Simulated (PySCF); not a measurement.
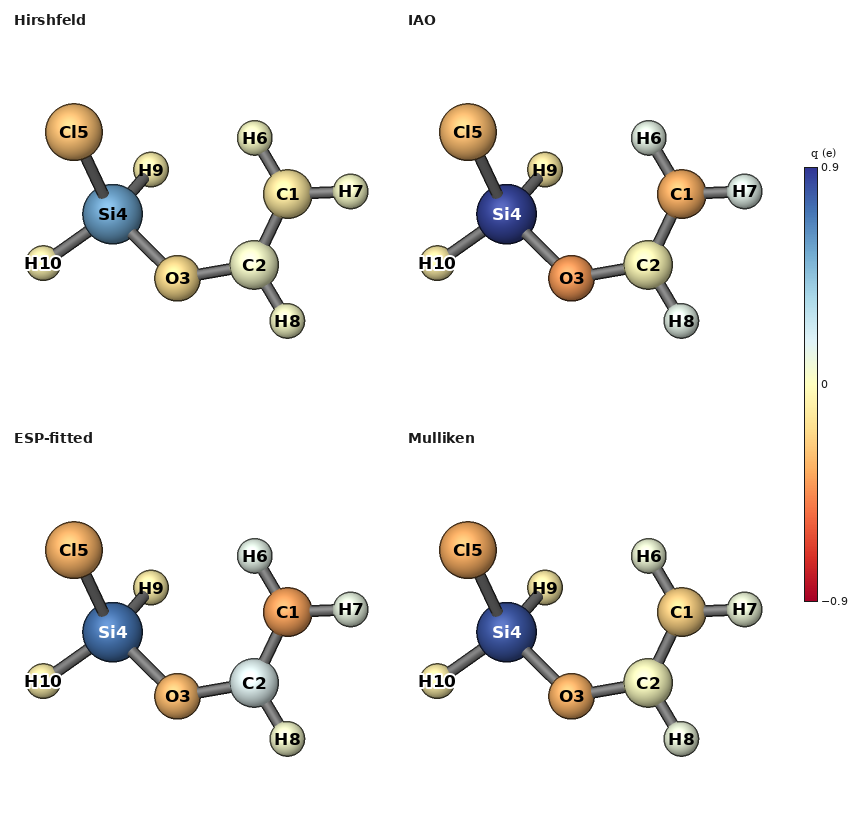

Atomic charges of one calculation by 4 schemes, on one colour scale. Computed geometry: PBE0-D3(BJ)/def2-SVP optimisation. No frequency run is at hand to confirm it as a minimum. Computed with PBE0/STO-3G (PySCF 2.14.0).

On which atom do the schemes disagree most?

Answer. On C1 (from −0.38 to −0.12 e); Si4 (from 0.58 to 0.85 e).

List the charges (e), one line for each set of equivalent atoms.

| atom | Hirshfeld | IAO | ESP-fitted | Mulliken |
| --- | --- | --- | --- | --- |
| C1 | −0.12 | −0.34 | −0.38 | −0.22 |
| C2 | 0.04 | −0.02 | 0.17 | 0.01 |
| O3 | −0.18 | −0.40 | −0.31 | −0.33 |
| Si4 | 0.58 | 0.85 | 0.72 | 0.81 |
| Cl5 | −0.28 | −0.30 | −0.33 | −0.35 |
| H6 | 0.02 | 0.13 | 0.14 | 0.08 |
| H7 | 0.03 | 0.14 | 0.11 | 0.08 |
| H8 | 0.03 | 0.14 | 0.05 | 0.09 |
| H9 | −0.06 | −0.10 | −0.08 | −0.09 |
| H10 | −0.05 | −0.09 | −0.08 | −0.08 |
